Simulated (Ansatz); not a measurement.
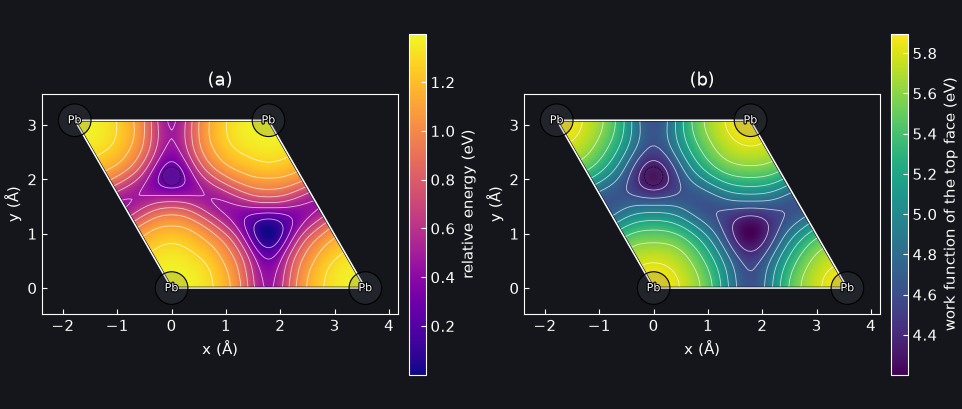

O on a Pb(111) slab cut from the Fm-3m phase, its upper half relaxed before the scan (8 atoms of substrate and one adsorbate in a 2 × 2 cell). 
- O is moved over the surface cell; relaxed at each place: the height of the adsorbate's atoms; substrate rigid; the origin of the map has the adsorbate above Pb5.
- Places are given modulo a cell vector. The map is drawn in real space over the plane of the surface.
- The scan uses a 6 × 6 grid; 10 points were computed and 26 follow by symmetry.
- Places are given in fractions of the 1 × 1 surface cell.
- Energies are in eV, from the lowest grid point.
- Level of theory: Ansatz, DFT PBE, scalar-relativistic, plane waves, PAW. Settings: cutoff 420 eV, k-mesh 6×6×1, gaussian smearing 0.1 eV, no spin polarisation.

Panel (a) is the energy; panel (b) is the computed work function of the top face, in eV.

Drawn: a smooth colour map with a few white contour lines, labelled circles for the atoms of the top layer and small ones for the second layer, the outline of one cell of the plane. Between grid points the surface is interpolated.

How does the work function of the top face vary over the map, and what is it at the lowest grid point?

Answer. It runs from 4.20 eV at a threefold hollow, (4/6, 2/6) of the cell vectors to 5.90 eV at the top site over a surface Pb atom, (0/6, 0/6) of the cell vectors. At the lowest grid point, a threefold hollow, (4/6, 2/6) of the cell vectors, it is 4.20 eV.
